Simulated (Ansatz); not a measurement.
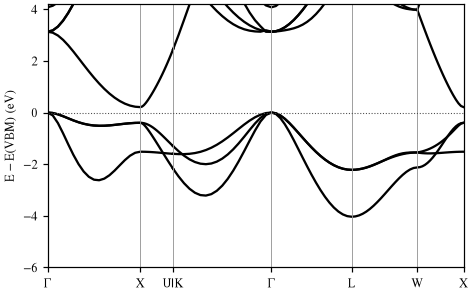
Band structure from DFT-PBE in the program Ansatz with PAW potentials

Read off the gap and where the band edges lie.

About 0.2 eV (0.21 eV by a search for the band edges); maximum at Γ, minimum at X.

Which of these materials gives this?
A. BeTe, zinc blende
B. YN, rock salt
C. PbS, zinc blende
D. Be2C, fluorite or antifluorite type

B, YN, rock salt

Space group Fm-3m (rock salt). Symmetry was held in the PBE relaxation. No spin polarisation was allowed. Spin–orbit coupling is left out wherever it is not named.

Potentials: the later of the program's two PAW sets.
